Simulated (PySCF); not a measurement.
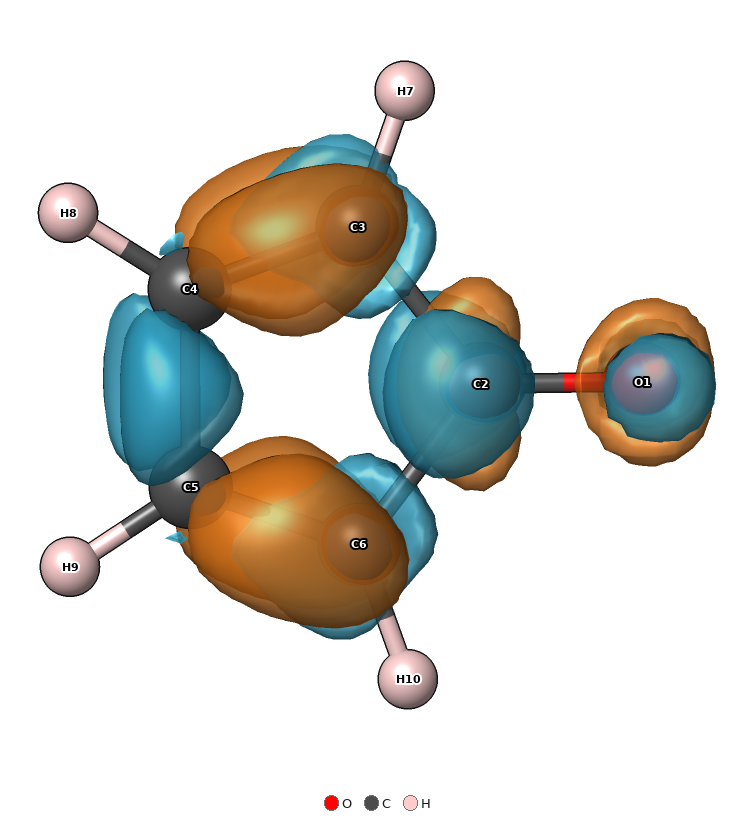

Figure. C5H4O, SMILES `O=C1C=CC=C1`. Dual descriptor f⁺ − f⁻ at ±0.03 e/Å³ (light blue positive, orange negative).

Computed with PySCF, PBE0/6-311+G**, geometry: GFN2-xTB. No frequency check shows the geometry to be a minimum.

Input script:

```python
import numpy as np
from pyscf import gto, scf, dft
from pyscf.scf import atom_ks, atom_hf
from scipy.linalg import block_diag

def solve(mol, dm0=None, hcore=None):
    mf = (dft.UKS if mol.spin else dft.RKS)(mol, xc='pbe0')
    mf.grids.level = 3
    mf = mf.density_fit(auxbasis='def2-universal-jkfit')
    mf.conv_tol, mf.max_cycle = 1e-8, 80
    if hcore is not None:
        mf.get_hcore = lambda *args: hcore
    mf.kernel(dm0)
    if not mf.converged:
        mf = mf.newton().run(mf.mo_coeff, mf.mo_occ, max_cycle=30)
    assert mf.converged, 'SCF not converged'
    return mf

mol = gto.M(atom='''
O     -2.02864    -0.00008     0.00000
C     -0.82498     0.00015     0.00000
C      0.08943    -1.18657     0.00000
C      1.34507    -0.73964     0.00000
C      1.34505     0.73964     0.00000
C      0.08939     1.18653     0.00000
H     -0.26617    -2.19862     0.00000
H      2.24891    -1.32233     0.00000
H      2.24888     1.32235     0.00000
H     -0.26623     2.19858     0.00000
''', basis='6-311+g**', charge=0, spin=0, verbose=4)
mf = solve(mol)
out = dict(e0=mf.e_tot, dm0=mf.make_rdm1(), c=mf.mo_coeff, occ=mf.mo_occ, eps=mf.mo_energy)
for name, dq, spin in [('cation', 1, 1), ('anion', -1, 1)]:
    ion = mol.copy().set(charge=mol.charge + dq, spin=spin).build()
    mi = solve(ion)
    if spin and dq > 0 and mol.nao < 130:
        c, _, stable, _ = mi.stability(return_status=True)
        if not stable:
            mi = solve(ion, mi.make_rdm1(c, mi.mo_occ))
    print(name, 'vertical energy change / eV', (mi.e_tot - mf.e_tot) * 27.211386)
    out.update({'e_' + name: mi.e_tot, 'dm_' + name: mi.make_rdm1(), 's2_' + name: mi.spin_square()[0], 'eps_' + name: mi.mo_energy, 'occ_' + name: mi.mo_occ})
# spherically averaged free atoms, for the promolecule
atm = atom_ks.get_atm_nrks(mol, xc='pbe0')
pro = block_diag(*[(atm[a[0]][2] * atm[a[0]][3]) @ atm[a[0]][2].T for a in mol._atom])
np.savez('result.npz', pro=pro, **out)
```

Command:

```sh
OMP_NUM_THREADS=1 python input.py
```

The run took 28 s on 1 thread of AMD EPYC 9R45 96-Core Processor (Zen 5), on a shared host, peak memory 0.72 GiB.

Partitions, critical points and surface values were worked out afterwards from this run's density.

**Which atoms come out as electrophilic, and which as nucleophilic?**

Electrophilic (positive): C2 (+0.09) and O1 (+0.07). Nucleophilic (negative): C3 and C6 (−0.07). f⁻ (Hirshfeld-condensed) is largest on C3 and C6 (0.18 each), C4 and C5 (0.12 each) and O1 (0.11); the vertical ionisation energy is 9.30 eV (the stability of the cation's solution wasn't checked). f⁺ (Hirshfeld-condensed) is largest on O1 (0.18), C2 (0.12) and C4 and C5 (0.12 each); the vertical electron affinity is 1.02 eV (the stability of the anion's solution wasn't checked; the anion's highest orbital has positive energy, so this value and f⁺ depend on the basis).
